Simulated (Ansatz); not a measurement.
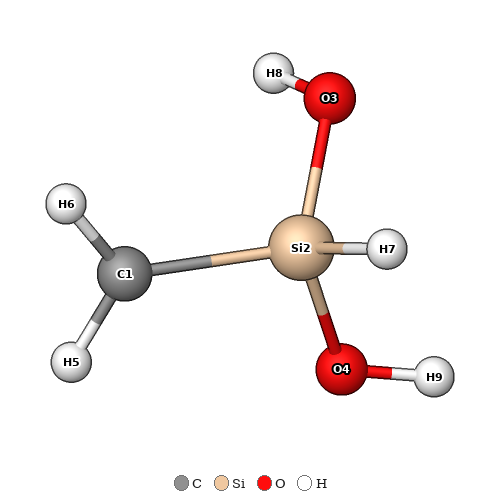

The system is CH5O2Si, SMILES [CH2][SiH](O)O, spin multiplicity 2; the picture shows the reference structure. The first coordinate is: bond length C1–Si2; the second: dihedral H5–C1–Si2–O3. Nothing is relaxed (all other coordinates rigid). The scan uses an 11 × 10 grid. Points are written as (first, second). Energies: kcal/mol, counted from the relaxed molecule at the same level. Level of theory: UKS PBE0-D4/def2-SVP (Ansatz 0.2.0).

Its coordinates:

```tsv
atom	x (Å)	y (Å)	z (Å)
C	-0.8662	0.2583	-1.1721
Si	0.2399	0.2787	0.3000
O	1.7112	-0.4335	-0.0175
O	-0.6165	-0.5170	1.4839
H	-1.9016	-0.0960	-1.1220
H	-0.5483	0.6283	-2.1533
H	0.6216	1.6489	0.7423
H	1.6725	-1.2971	-0.4402
H	-0.2239	-0.5168	2.3617
```

Range: bond length C1–Si2 from 1.510 to 2.762 Å; dihedral H5–C1–Si2–O3 from −180 to 144°.

What will the energy surface look like?

The lowest grid point is at (1.886 Å, 144°), 0.5 kcal/mol from the relaxed molecule at the same level; the map holds 2 wells of about this depth. The highest grid point, (2.762 Å, −144°), lies 67.9 kcal/mol above the lowest. On the interpolated surface the easiest way out of the lowest well to the well at about (1.85 Å, −50°) passes a barrier of about 1.3 kcal/mol, counted from the interpolated bottom of the well. Round the minimum the two coordinates are nearly uncoupled.

| dihedral H5–C1–Si2–O3 ↓, bond length C1–Si2 → | 1.510 | 1.635 | 1.760 | 1.886 | 2.011 | 2.136 | 2.261 | 2.387 | 2.512 | 2.637 | 2.762 |
| --- | --- | --- | --- | --- | --- | --- | --- | --- | --- | --- | --- |
| 144 | 46.8 | 14.7 | 1.9 | 0.5 | 5.6 | 14.3 | 24.7 | 36.0 | 47.2 | 58.0 | 68.1 |
| 108 | 46.9 | 14.8 | 2.0 | 0.6 | 5.7 | 14.4 | 24.8 | 36.0 | 47.2 | 58.0 | 68.1 |
| 72 | 48.1 | 15.8 | 2.8 | 1.3 | 6.3 | 14.9 | 25.2 | 36.4 | 47.5 | 58.3 | 68.3 |
| 36 | 48.9 | 16.4 | 3.3 | 1.7 | 6.6 | 15.2 | 25.5 | 36.6 | 47.7 | 58.4 | 68.4 |
| 0 | 48.2 | 15.8 | 2.8 | 1.2 | 6.2 | 14.8 | 25.2 | 36.4 | 47.5 | 58.3 | 68.3 |
| −36 | 46.9 | 14.8 | 2.0 | 0.6 | 5.7 | 14.3 | 24.8 | 36.0 | 47.2 | 58.0 | 68.1 |
| −72 | 46.9 | 14.8 | 2.0 | 0.6 | 5.7 | 14.4 | 24.8 | 36.1 | 47.2 | 58.0 | 68.1 |
| −108 | 48.1 | 15.8 | 2.8 | 1.3 | 6.3 | 14.9 | 25.3 | 36.4 | 47.6 | 58.3 | 68.3 |
| −144 | 48.9 | 16.4 | 3.4 | 1.7 | 6.7 | 15.2 | 25.5 | 36.6 | 47.7 | 58.4 | 68.4 |
| −180 | 48.1 | 15.7 | 2.7 | 1.2 | 6.2 | 14.8 | 25.2 | 36.4 | 47.5 | 58.3 | 68.3 |

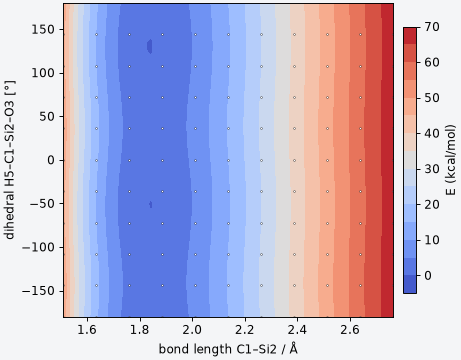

In the figure: filled contours, dots at the grid points. Between grid points the surface is interpolated.

Each point was launched as `ansatz run input.yaml --threads 1 --pin off --max-ram 2560MiB --backend cpu --events-out ev --progress --plain --runs-dir out`. Time for the 110 points that were run: 9.5 min on 1 thread of Arm Neoverse V2, on a shared host.
